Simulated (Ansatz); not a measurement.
## Electronic structure of Cl2GaHO···H4OSi in real space

Input file:

```
crystal:
  periodic: [false, false, false]
  atoms:
    - { symbol: Ga, position_ang: [0.0, 0.0, 0.0] }
    - { symbol: O, position_ang: [0.0, 0.0, 2.14] }
    - { symbol: H, position_ang: [-0.9095, -0.2814, 2.4771] }
    - { symbol: Cl, position_ang: [1.9398, 0.0, -1.12] }
    - { symbol: Cl, position_ang: [-1.9398, 0.0, -1.12] }
    - { symbol: O, position_ang: [0.4457, 1.9326, 0.659] }
    - { symbol: Si, position_ang: [1.641, 2.3186, 1.7747] }
    - { symbol: H, position_ang: [2.367, 1.1086, 2.1493] }
    - { symbol: H, position_ang: [2.5685, 3.2783, 1.1829] }
    - { symbol: H, position_ang: [1.0276, 2.9048, 2.9629] }
    - { symbol: H, position_ang: [0.2813, 1.2198, 1.7667] }
basis:
  gaussian: { orbitals: def2-SVP }
hamiltonian:
  xc: hf
relax:
  f_tol: 0.15
  max_steps: 25
  restrain:
    - { distance: [0, 5], at: 2.99, k: 30.0 }
    - { distance: [10, 1], at: 2.21, k: 30.0 }
    - { distance: [0, 1], at: 1.79, k: 30.0 }
    - { distance: [10, 5], at: 1.01, k: 30.0 }
output:
  orbitals: {}
```

Launched as:

```sh
ansatz run input.yaml --threads 4 --pin off --max-ram 5120MiB --backend cpu --events-out ev --progress --plain --runs-dir out
```

The fields are those of the run's last geometry, not of the input's.

Not at a stationary point (largest force 1.3 eV/Å).

These are results of Ansatz 0.2.0, RHF/def2-SVP, not measurements.

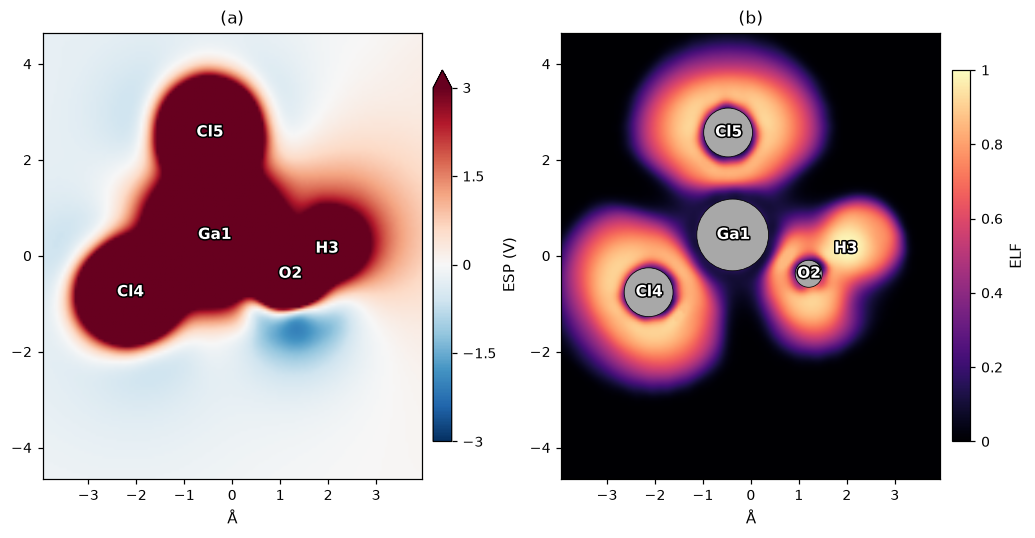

Figure 1. (a) electrostatic potential; (b) electron localisation function on the plane of atoms O2, Ga1 and Cl5. Grey discs cover the atomic cores in the ELF map.

Interpret the plot.

- The section cuts through Ga, O, H and Cl sites.
- Ga–O (1.78 Å): the ELF peaks at about 0.85 in the valence shell of O, 0.6 Å from its nucleus, and is about 0.20 at the midpoint.
- Ga–Cl (2.13 Å): the ELF peaks at about 0.85 in the valence shell of Cl, 0.8 Å from its nucleus, and is about 0.60 at the midpoint.
- O–H (0.95 Å): the ELF climbs to about 1 towards the hydrogen, as it does in any bond to H; an ordinary covalent bond to hydrogen.
- The ELF also peaks beside Cl4, O2 and Cl5, away from the bonds: lone-pair regions.
- Outside the dense part of the complex the potential is most negative (−2.0 V) near O2.

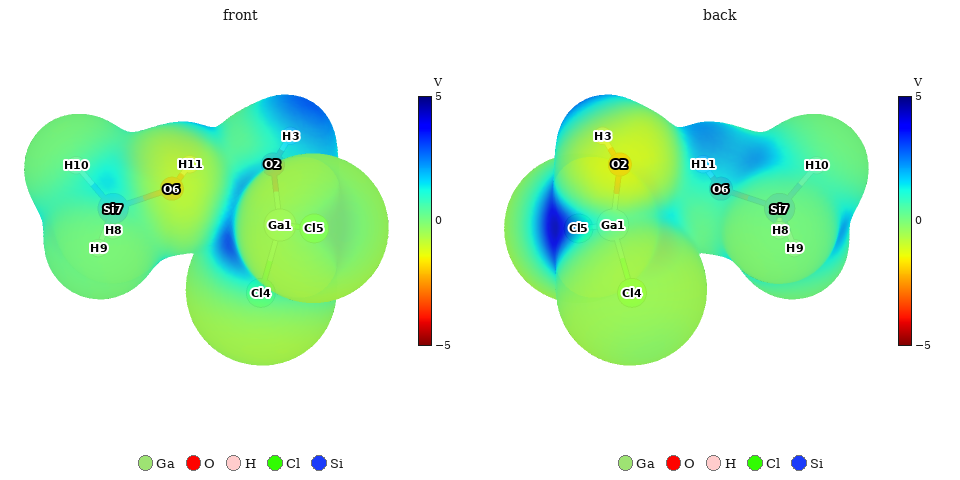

Figure 2. The electrostatic potential painted on the density surface at 0.002 e/bohr³, seen from the front and from behind; the colour scale runs from red (negative) to blue (positive).

Describe the electrostatic potential map.

The most negative region (about −1.3 V) lies over O2, the most positive (about +3.9 V) over Ga1. O2 is the likeliest acceptor of a hydrogen bond.

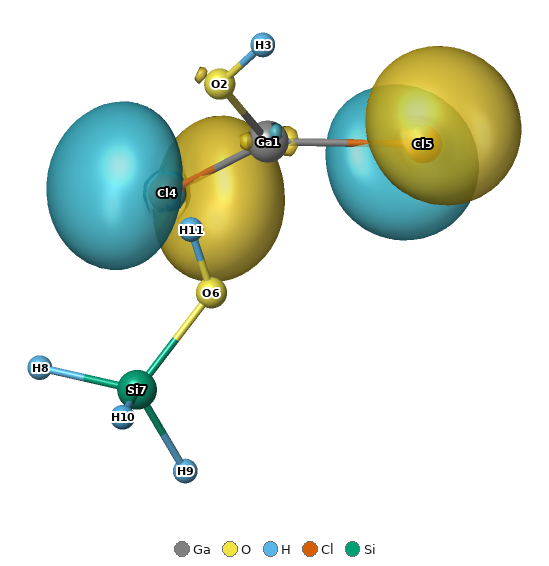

Figure 3. The HOMO at ±0.1 Å⁻³ᐟ² (yellow and cyan are the two phases), seen at an oblique angle.

Describe this orbital and give its energy.

Its weight (Hirshfeld) is mainly on Cl4 (about 50 %) and Cl5 (about 45 %); largely a combination of lone pairs on Cl4 and Cl5. Its energy is −12.48 eV.

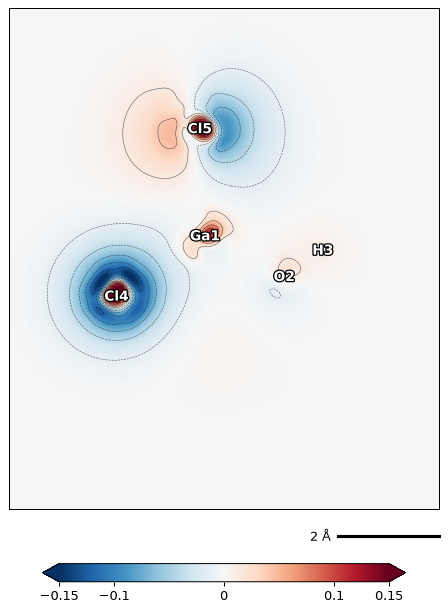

Figure 4. The HOMO−1 on the plane of atoms O2, Ga1 and Cl5 (values in Å⁻³ᐟ²; the overall sign is arbitrary).

Describe this orbital and give its energy.

By Hirshfeld shares it lies mainly on Cl4 (about 25 %), Si7 (about 15 %), O6 (about 15 %), H10 (about 15 %), Cl5 (about 10 %) and H8 (about 10 %). Its energy is −12.62 eV.
